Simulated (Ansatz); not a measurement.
**AsBr− (doublet): trial inputs and their diagnosis at distance As1–Br2 = 3.006 Å**

3 inputs are run for AsBr− (doublet) as typed; the log has to tell whether the result can be used and what must change.

The runs use Ansatz 0.2.0, Gaussian basis; the settings change from run to run.

20 further runs of the same task are left out: 1 for a known fault of the program, 18 that didn't finish, 1 set aside as unsound or not needed.

### 1 The geometry

The geometry derives from a PBE0/def2-TZVPD stationary point (not a proven minimum). One bond is set to the value named and the two fragments are kept rigid. No spin-orbit coupling is included. The filled d shell of As, Br may be among the frozen orbitals whatever the setting's name suggests; the logs give the count.

2 atoms, charge -1, spin multiplicity 2.

Atoms are counted from 1 here; the program's logs count them from 0.

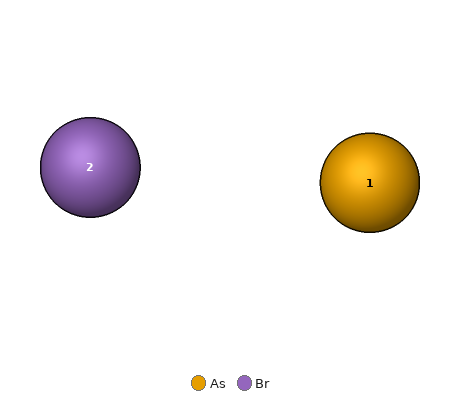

The structure; arsenic amber, bromine purple; atoms are numbered from 1 in the order of the file.

Coordinates:

```xyz
2

As    0.0000    0.0000    0.0000
Br    0.0000    0.0000    3.0060
```

### 2 Input 1

in.yaml

```yaml
crystal:
  periodic: [false, false, false]
  atoms:
    - {symbol: As, position_ang: [0.000000, 0.000000, 0.000000]}
    - {symbol: Br, position_ang: [0.000000, 0.000000, 3.006000]}
basis:
  gaussian: {orbitals: 6-31G}
total_charge: -1
magnetization: {spin_polarized: false, initial_magnetization: 1}
correlation: {method: fic_mrcisd_q, electrons: outside_noble_gas}
output: {forces: true}
```

Command:

```bash
> ansatz run in.yaml --threads 1 --pin off --events-out ev --progress --plain --max-ram 2393MiB
```

Output:

```text
Error: this correlation method needs an active space: name one as the reference
```

Run time: 0.03 s. Hardware: 1 thread of AMD EPYC 9R45, shared host.

Diagnosis: The run was refused. This method needs an active space and has none. To mend it, add an active_space block.

### 3 Input 2

in.yaml

```yaml
crystal:
  periodic: [false, false, false]
  atoms:
    - {symbol: As, position_ang: [0.000000, 0.000000, 0.000000]}
    - {symbol: Br, position_ang: [0.000000, 0.000000, 3.006000]}
basis:
  gaussian: {orbitals: STO-3G}
total_charge: -1
magnetization: {spin_polarized: false, initial_magnetization: 1}
correlation: {method: mp2, frozen_orbitals: {As: 9}}
accuracy: high
output: {forces: true}
```

Same command.

Output:

```text
Functional definition: HF
  name "HF"
  cite "Fock, Z. Phys. 61, 126 (1930) doi:10.1007/BF01340294"
  parent pbe
  exchange = exact_x
  correlation = 0
Error: "frozen_orbitals" has no count for Br
```

Run time: 0.06 s. Hardware: 1 thread of AMD EPYC 9R45, shared host.

What is wrong: The run was refused. The frozen-orbital counts are incomplete or too large. To mend it, leave frozen_orbitals out, or give each element a count that its core has.

### 4 Input 3

in.yaml

```yaml
crystal:
  periodic: [false, false, false]
  atoms:
    - {symbol: As, position_ang: [0.000000, 0.000000, 0.000000]}
    - {symbol: Br, position_ang: [0.000000, 0.000000, 3.006000]}
basis:
  gaussian: {orbitals: aug-cc-pVDZ, fitting: {mean_field: def2-universal-jkfit}, point_charges: [{charge: 0.50, position_ang: [3.958, -0.109, 0.371]}]}
total_charge: -1
magnetization: {spin_polarized: false, initial_magnetization: 1}
correlation: {method: fic_mrcisd_q, electrons: outside_noble_gas}
```

The command is unchanged.

Output:

```text
Error: this correlation method needs an active space: name one as the reference
```

It took 0.03 s on 1 thread of AMD EPYC 9R45, shared host.

**Diagnosis.** The run was refused. This method needs an active space and has none. Fix: add an active_space block.

### 5 How the runs ended

| input | level | ended | cause | time |
| --- | --- | --- | --- | --- |
| 1 | 'fic_mrcisd_q'/6-31G | refused | this method needs an active space and has none | 0.03 s |
| 2 | MP2 on ROHF/STO-3G | refused | the frozen-orbital counts are incomplete or too large | 0.06 s |
| 3 | 'fic_mrcisd_q'/aug-cc-pVDZ | refused | this method needs an active space and has none | 0.03 s |

3 refused.
